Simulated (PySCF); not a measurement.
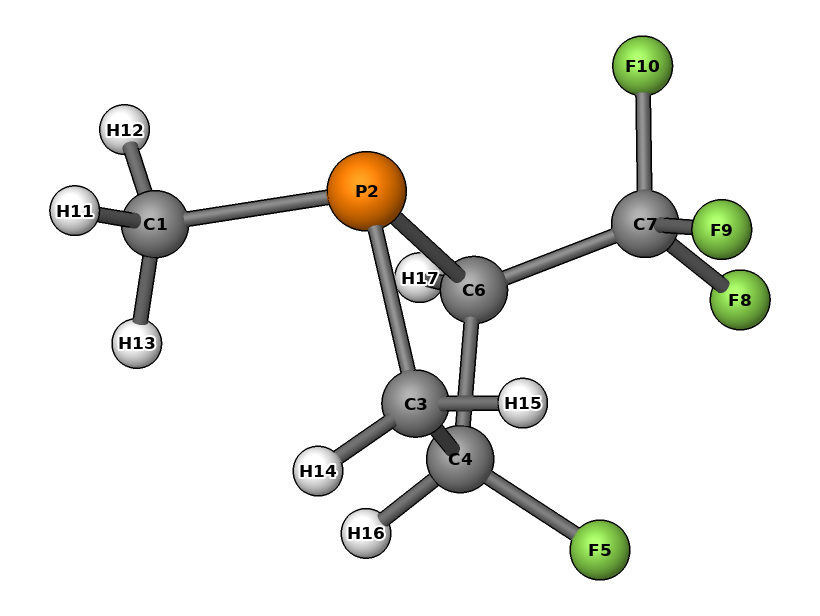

The questions are on isotropic NMR shieldings of the C atoms. The geometry was computed by an optimisation with GFN2-xTB. No frequency run is at hand to confirm it as a minimum. Method: GIAO PBE0/pcSseg-1 NMR shielding, non-relativistic, gas phase (PySCF 2.14.0).

List the isotropic NMR shieldings of the C atoms.

```
atom  σ (ppm)
  C1    171.8
  C3    154.7
  C4     98.2
  C6    136.4
  C7     51.1
```

The geometry is semi-empirical. Around P such bond lengths and angles can be off by a tenth of an ångström or more and by several degrees, and values that hang on the shape move with them.
